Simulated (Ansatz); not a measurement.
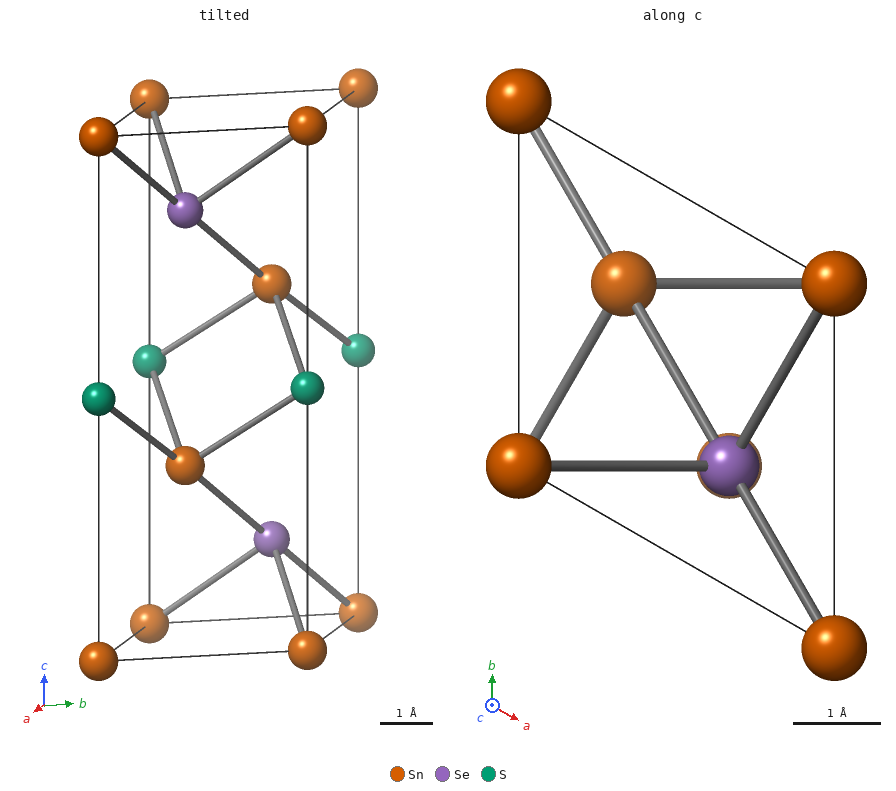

View slightly off an axis and along the c axis, drawn as a ball-and-stick model. The lines enclose the conventional unit cell; boundary atoms appear with their images.

Sn$_{3}$Se$_{2}$S, space group P-3m1 (No. 164), a = 4.238 Å, b = 4.238 Å, c = 10.372 Å, α = 90.00°, β = 90.00°, γ = 120.00°. It goes back to a structure type filled with these elements by a generator (whether the compound takes this form wasn't checked). Earlier steps of the study, as a rule a relaxation of our own, may have changed the cell and positions, so they can lie some per cent off the listed ones. It was run through Ansatz as a DFT input.

This one geometry was computed with Ansatz (DFT, plane waves, PAW) at three levels of theory: LDA, r2SCAN and PBE.

Which level gives the highest pressure at this volume, and what does that say about its equilibrium volume?

Answer. Highest: PBE (0.0 GPa), which points to the largest equilibrium volume. Lowest, with the smallest volume: LDA (-4.3 GPa). Levels within 0.5 GPa of each other can't be told apart.

How does the band gap change with the level of theory?

Answer. r2SCAN: a gap of 0.03 eV, direct; PBE: a gap of 0.10 eV, direct; LDA: a gap of 0.13 eV, direct.

Collect the results in a table.

Answer.
| level | cutoff (eV) | k-mesh of the run's cell | gap (eV) | pressure (GPa) |
| --- | --- | --- | --- | --- |
| LDA | 420 | 12×12×4 | 0.13 | -4.3 |
| r2SCAN | 500 | 12×12×4 | 0.03 | -1.1 |
| PBE | 420 | 12×12×4 | 0.10 | 0.0 |

Gaps are taken on the k-mesh or band path of each run.
